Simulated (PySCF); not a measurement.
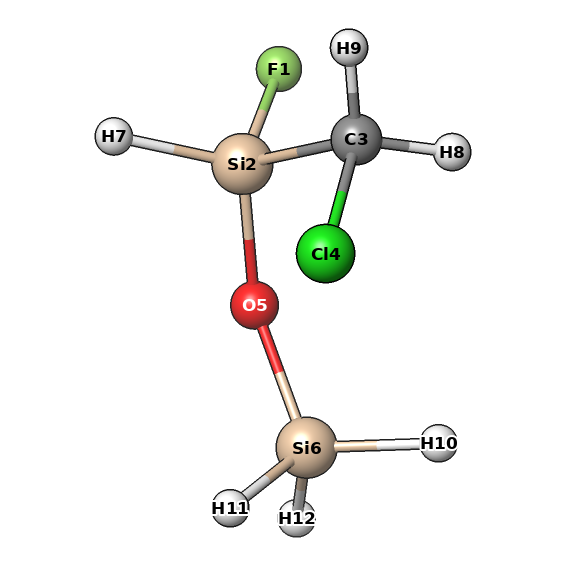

The computed structure is the end point of a PBE0-D3(BJ)/def2-SVP optimisation. No frequency run is at hand to confirm it as a minimum. Electric field gradients from the ground-state density, PBE0/aug-cc-pVDZ (PySCF 2.14.0), non-relativistic apart from any core potentials.

Give the largest field-gradient component, the quadrupole coupling constant and the asymmetry for 35Cl at Cl4 (Q = −81.7 mb), 17O at O5 (Q = −25.6 mb), 2H at H7 (Q = 2.86 mb), 2H at H8 (Q = 2.86 mb), 2H at H9 (Q = 2.86 mb), 2H at H10 (Q = 2.86 mb).

```tsv
atom	V_zz (a.u.)	e²qQ/h (MHz)	η
Cl4	3.553	−68.2	0.03
O5	1.041	−6.26	0.21
H7	0.160	0.107	0.01
H8	0.293	0.197	0.07
H9	0.295	0.198	0.07
H10	0.154	0.103	0.05
```
